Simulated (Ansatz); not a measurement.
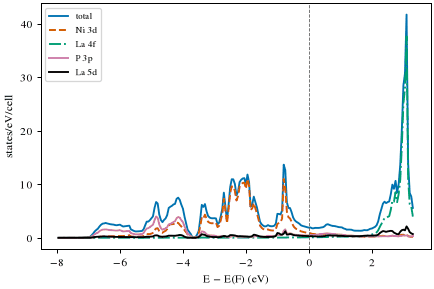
Figure: Total and projected density of states of LaNi2P2 in space group I4/mmm (No. 139; P on 4e, La on 2a, Ni on 4d), plane-wave PAW r²SCAN (Ansatz code)

Which orbitals carry the states next to the Fermi level?

Within 0.5 eV of the Fermi level: Ni 3d 46 %, P 3p 25 %, La 5d 15 %. Projections are on Löwdin-orthogonalised atomic valence shells; empty p or d shells of many metals are not among them.

Where is the tallest occupied peak in this window, and what makes it?

Near -0.8 eV, about 14 states/eV per cell; the largest projected share is Ni 3d.

The workflow started from an entry of the Crystallography Open Database (COD). Its standing as an ambient phase is unchecked. Symmetry was held in the r²SCAN relaxation; its stability against distortions is not shown here. The workflow began spin-polarised and lost its moments. Scalar-relativistic: spin–orbit coupling is off unless named, which matters more the heavier the elements.

Potentials: the later of the program's two PAW sets.
